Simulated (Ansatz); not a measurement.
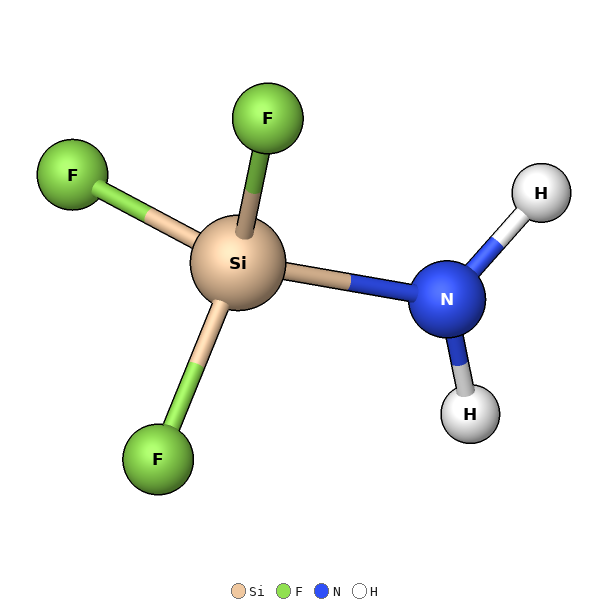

Sticks follow a distance rule. Harmonic vibrations computed with RKS PBE0-D4/def2-TZVP (Ansatz 0.2.0) at a stationary point of the same level.

> How many imaginary frequencies does it have?

A minimum: no imaginary frequency, and the lowest mode lies at 96 cm⁻¹.

> How many vibrational modes are there, and where do they lie?

15 modes: 96, 237, 292, 311, 344, 370, 392, 781, 804, 970, 1006, 1017, 1580, 3635, 3730 cm⁻¹.
